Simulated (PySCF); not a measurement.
# C5H10GeSi: what the fields show

Input file:

```
{"job": {"kind": "uv", "xc": "CAM-B3LYP", "basis": "def2-SVPD", "nstates": 8, "ntriplets": 3}, "charge": 0, "multiplicity": 1}
C      3.097034     1.488597    -1.322214
C      2.619833     0.730009    -0.519344
Ge     1.830202    -0.487867     0.707118
Si    -0.122438    -1.453442    -0.103699
C     -1.211873    -0.395298    -1.223197
C     -1.738834    -0.516719     0.205936
C     -1.763324     0.740528     1.036692
H      3.525724     2.155164    -2.016071
H      1.690544     0.301883     1.984676
H      2.915164    -1.493922     0.995213
H     -0.192108    -2.900205    -0.282774
H     -1.817320    -0.854625    -1.991118
H     -0.877563     0.592799    -1.512245
H     -2.654958    -1.090184     0.291316
H     -2.561160     1.407037     0.706213
H     -0.817517     1.276696     0.944601
H     -1.928404     0.511579     2.088988
```

Command:

```sh
OMP_NUM_THREADS=1 python probes_run.py task.json out
```

Geometry: GFN2-xTB.

These are results of CAM-B3LYP/def2-SVPD, SCF density, gas phase in PySCF 2.14.0, not measurements.

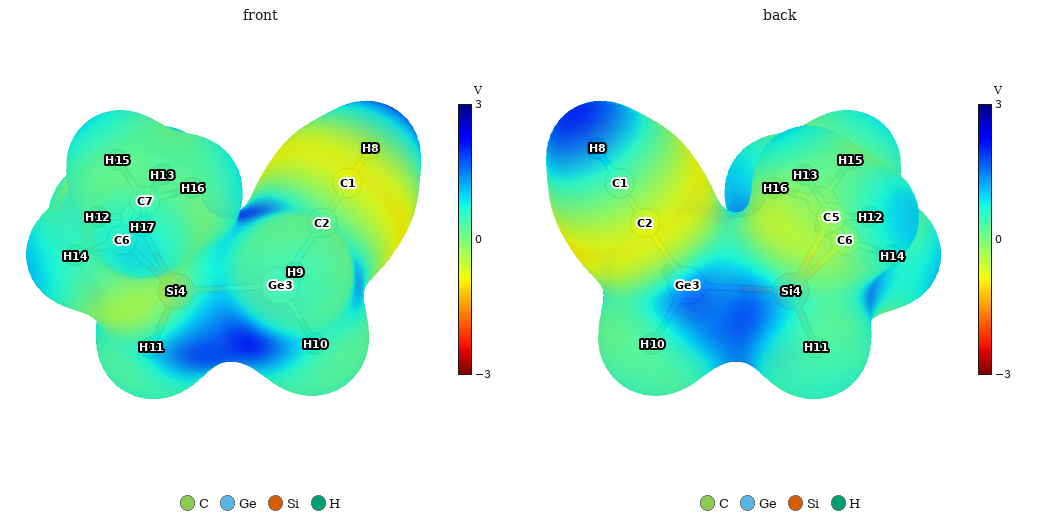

Figure 1. The electrostatic potential painted on the density surface at 0.004 e/bohr³, seen from the front and from behind; the colour scale runs from red (negative) to blue (positive).

> Where is the surface potential most negative and most positive?

The most negative region (about −0.9 V, or −21 kcal/mol for a unit charge) lies over C1 and C2, the most positive (about +2.0 V, or +46 kcal/mol for a unit charge) over Ge3 and H8.

> How polar is the molecule by this calculation?

Its dipole moment is 0.79 D.

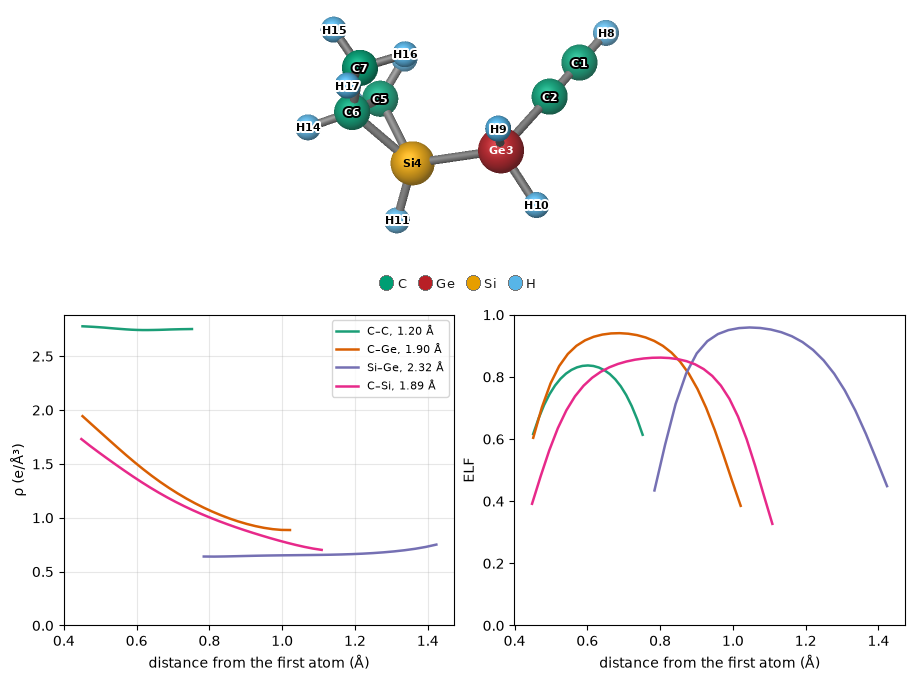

Figure 2. Total electron density and ELF along straight lines between neighbouring atoms. The curves leave out the atomic cores. The structure is drawn too.

> Compare the contacts.

C–C (1.20 Å): ρ is about 2.7 e/Å³ halfway; the ELF peaks at about 0.85 between the atoms: a short, multiple covalent bond.
C–Ge (1.90 Å): the density is about 0.91 e/Å³ at the midpoint; the ELF peaks at about 0.95 in the valence shell of C, 0.7 Å from its nucleus, and is about 0.65 at the midpoint.
Si–Ge (2.32 Å): the density is about 0.66 e/Å³ at the midpoint; the ELF peaks at about 0.95 between the atoms, as expected for a shared electron pair.
C–Si (1.89 Å): the density is about 0.84 e/Å³ at the midpoint; the ELF peaks at about 0.85 between the atoms; a shared electron pair.
